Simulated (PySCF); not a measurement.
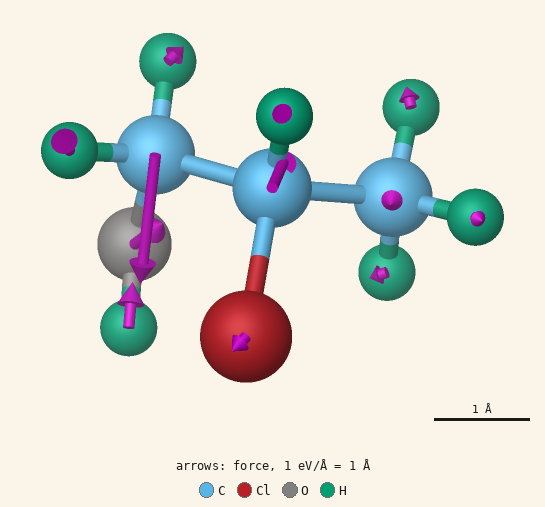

Starting geometry of C3H7ClO with the computed forces as purple arrows. A ball-and-stick model, seen face on.

The start comes from MMFF94s.

Computed with PBE0-D3(BJ)/def2-SVP geometry optimisation, gas phase (PySCF). 

Is this structure relaxed? If not, where do the atoms go?

It isn't relaxed: the largest force vector, on a C atom, is 1.48 eV/Å. The final displacements have little in common with the starting forces (cosine between the two patterns 0.25). The energy falls by 1.42 kcal/mol in 8 geometry steps. The atom that moves furthest after the best rigid fit is an H atom (0.11 Å). By element the largest moves are H 0.11 Å, O 0.05 Å, C 0.04 Å, Cl 0.03 Å. Some distances before and after: C–O 1.425 → 1.393 Å, C–Cl 1.794 → 1.818 Å, C–H 1.095 → 1.108 Å, C–C 1.523 → 1.511 Å. Bond angles that change, for instance: O–C–H 108.3° → 112.4°, Cl–C–C 109.4° → 107.3°, C–C–H 110.1° → 108.0°.
